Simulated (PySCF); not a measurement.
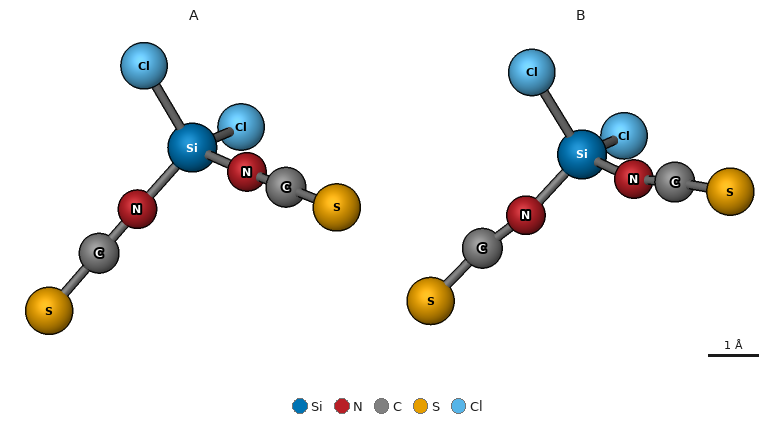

Two geometries of SiC2N2S2Cl2, drawn at one scale. One is the start of a relaxation, the other its converged end. A ball-and-stick model, seen from a free direction.

Level of theory: PySCF, PBE0-D3(BJ)/def2-SVP geometry optimisation, gas phase. 

Question: Which one is relaxed?

Answer: Structure A is the relaxed one. The start comes from GFN2-xTB. Its atoms were then displaced at random by about 0.03 Å. The atom that moves furthest after the best rigid fit is an S atom (0.35 Å). Largest moves by element: S 0.35 Å, Cl 0.20 Å, C 0.18 Å, N 0.17 Å, Si 0.15 Å. Among the contacts that change: Cl–Si 1.940 → 2.034 Å, Cl–Si 2.092 → 2.034 Å, N–Si 1.656 → 1.695 Å, C–S 1.537 → 1.565 Å. Among the angles between lasting bonds that change: Si–N–C 162.2° → 179.3°, Si–N–C 165.2° → 178.1°, N–C–S 168.6° → 179.9°. After 10 geometry steps the energy has fallen by 0.326 eV.
